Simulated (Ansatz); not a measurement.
**Cl$_{3}$H$_{3}$OSiSn: density, localisation and related maps**

Input file:

```
crystal:
  periodic: [false, false, false]
  atoms:
    - symbol: Cl
      position_ang: [-1.733333, 0.658558, -2.331236]
    - symbol: Cl
      position_ang: [1.578225, 2.497112, -2.014165]
    - symbol: Cl
      position_ang: [-1.000133, 2.691609, 0.772078]
    - symbol: O
      position_ang: [0.758985, -0.204071, -0.050724]
    - symbol: Si
      position_ang: [0.245719, -1.475417, 0.907532]
    - symbol: Sn
      position_ang: [-0.069641, 1.348738, -0.872260]
    - symbol: H
      position_ang: [1.434095, -2.330696, 1.177586]
    - symbol: H
      position_ang: [-0.805824, -2.268003, 0.201861]
    - symbol: H
      position_ang: [-0.319694, -0.964129, 2.192328]
basis:
  gaussian: {orbitals: def2-SVPD}
hamiltonian: {xc: pbe0}
output: {forces: true, orbitals: {seedname: orbitals}}
magnetization: {spin_polarized: false, initial_magnetization: 0}
```

Launched as:

```sh
ansatz run input.yaml --threads 2 --pin off --max-ram 6090MiB --events-out events.jsonl --progress --plain --runs-dir runs
```

Geometry: PBE0-D4/def2-SVP; core potentials replace the inner electrons of Sn.

These are results of isolated molecule in a Gaussian basis; Kohn-Sham density functional theory, functional PBE0 in Ansatz 0.2.0, not measurements.

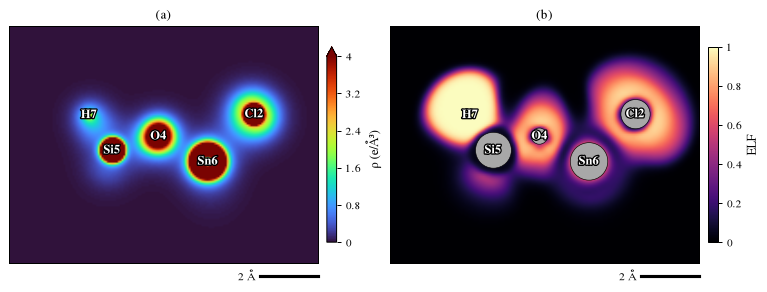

Figure 1. (a) electron density; (b) ELF on the plane of atoms Si5, O4 and Sn6. Grey discs cover the atomic cores in the ELF map.

> Describe what can be read from this map.

- The plane passes through Cl, O, Si, Sn and H nuclei.
- Si–O (1.67 Å): ρ is about 1 e/Å³ halfway; the ELF peaks at about 0.85 between the atoms: a polar covalent bond.
- Sn–O (1.94 Å): ρ at the midpoint is about 0.78 e/Å³; the ELF peaks at about 0.80 in the valence shell of O, 0.6 Å from its nucleus, and drops to about 0.10 between the two atoms.
- Sn–Cl (2.31 Å): ρ at the midpoint is about 0.59 e/Å³; the ELF peaks at about 0.80 in the valence shell of Cl, 0.8 Å from its nucleus, and drops to about 0.15 between the two atoms.
- Si–H (1.49 Å): ρ at the midpoint is about 0.78 e/Å³; the ELF climbs to about 1 towards the hydrogen, as it does in any bond to H.
- The ELF also peaks beside Cl2 and O4, away from the bonds: lone-pair regions.

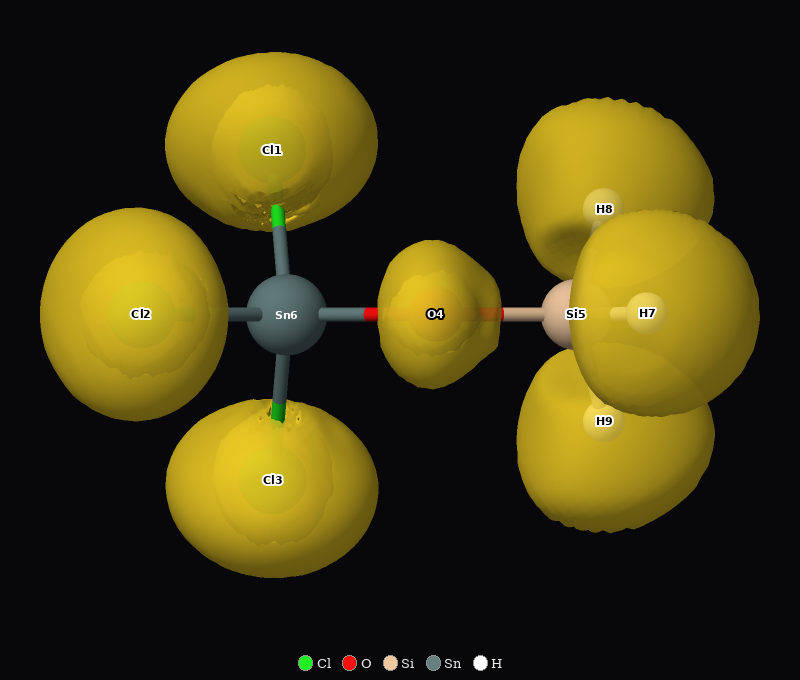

Figure 2. Isosurface of the ELF at 0.8 (yellow), seen across its widest extent. Only the valence region is drawn (cores and ρ < 0.01 e/Å³ removed).

> What do the ELF domains correspond to?

The ELF exceeds this value in three regions around hydrogen nuclei, three regions wrapped around Cl (the valence shell of each) and one region wrapped around O (its valence shell).

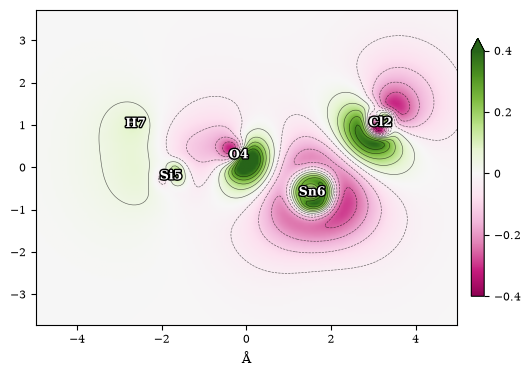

Figure 3. The LUMO on the plane of atoms Cl2, Sn6 and O4 (values in Å⁻³ᐟ²; the overall sign is arbitrary).

> Where does this orbital lie, and at what energy?

Its weight (Hirshfeld) is mainly on Sn6 (about 35 %), Cl2 (about 20 %), Cl1 (about 20 %), Cl3 (about 20 %) and O4 (about 10 %). Its energy is −3.39 eV.
